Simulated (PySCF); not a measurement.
Consider C6H5F2S (SMILES [CH2]c1ccc(C(F)F)s1) (doublet).

```yaml
atoms:
  - { symbol: C, position_ang: [-2.7439, 0.8413, -0.0747] }
  - { symbol: C, position_ang: [-1.4716, 0.3817, 0.0053] }
  - { symbol: C, position_ang: [-0.9920, -0.7867, 0.6454] }
  - { symbol: C, position_ang: [0.3714, -0.9613, 0.5295] }
  - { symbol: C, position_ang: [0.9958, 0.0425, -0.1890] }
  - { symbol: C, position_ang: [2.4456, 0.1500, -0.4893] }
  - { symbol: F, position_ang: [3.1907, 0.1443, 0.6505] }
  - { symbol: F, position_ang: [2.8876, -0.9196, -1.2079] }
  - { symbol: S, position_ang: [-0.1165, 1.2427, -0.7425] }
  - { symbol: H, position_ang: [-3.5486, 0.2993, 0.3881] }
  - { symbol: H, position_ang: [-2.9839, 1.7495, -0.5950] }
  - { symbol: H, position_ang: [-1.6528, -1.4575, 1.1621] }
  - { symbol: H, position_ang: [0.9193, -1.7868, 0.9488] }
  - { symbol: H, position_ang: [2.6982, 1.0603, -1.0535] }
```

Geometry: GFN2-xTB.

Method: PySCF, UKS B3LYP, pcH-1 on C F H S, non-relativistic, mean-field spin-orbit, GIAO.

Question: What can the converged electron density, electron localisation function and spin density tell about the bonding?

Answer: C–C (1.36 Å): the density is about 2.2 e/Å³ at the midpoint; the ELF peaks at about 0.95 between the atoms: localised, covalent bonding.
C–S (1.73 Å): ρ is about 1.4 e/Å³ halfway; the ELF peaks at about 0.90 between the atoms; localised, covalent bonding.
C–H (1.07 Å): the density is about 2.1 e/Å³ at the midpoint; the ELF climbs to about 1 towards the hydrogen, as it does in any bond to H; a covalent bond by its length.
C–C (1.42 Å): the density is about 2 e/Å³ at the midpoint; the ELF peaks at about 0.95 between the atoms, as expected for localised, covalent bonding.
The unpaired spin (1 electron) lies mostly on C1 (about 0.4), C5 (about 0.2), C3 (about 0.2) and S9 (about 0.1), in electrons by Hirshfeld's partition.

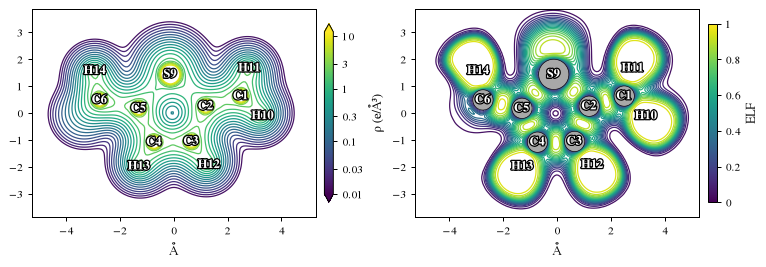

Computed electron density and electron localisation function on the plane of atoms C1, C2 and S9, in this order. Grey discs cover the atomic cores in the ELF map. 
